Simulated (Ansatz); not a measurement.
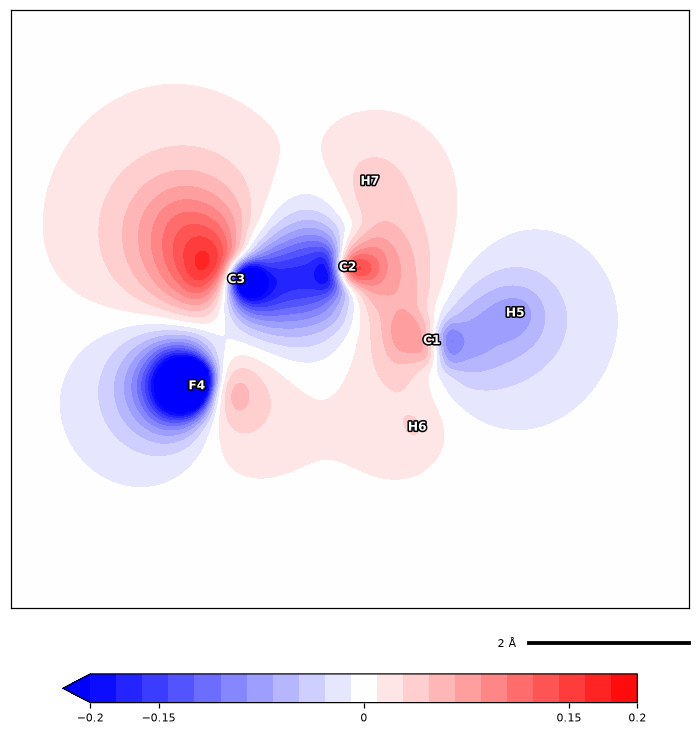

The picture shows: C3H4F (SMILES [CH2-]/C=C\F) (charge −1). The HOMO−1 on the plane of atoms C1, C2 and H7 (values in Å⁻³ᐟ²; the overall sign is arbitrary).

Geometry: r2SCAN-D4/def2-SVPD; the highest occupied orbital lies above zero, a sign that basis and functional describe the outermost electron poorly.

All numbers below come from isolated molecule in a Gaussian basis; Kohn-Sham density functional theory, functional PBE0 in Ansatz 0.2.0.

```xyz
8

C     0.0980    0.2978    2.0492
C     1.0698    1.2294    1.7017
C     2.3001    1.1135    1.0526
F     2.5403   -0.1277    0.3842
H    -0.7518    0.5874    2.6742
H     0.2036   -0.7592    1.7889
H     0.8983    2.2695    2.0301
H     2.6832    1.9326    0.4291
```

**Where does this orbital lie, and at what energy?**

Its weight (Hirshfeld) is mainly on C2 (about 40 %), C1 (about 25 %), C3 (about 20 %) and F4 (about 10 %); π-bonding across C2–C1. Its energy is −2.45 eV.
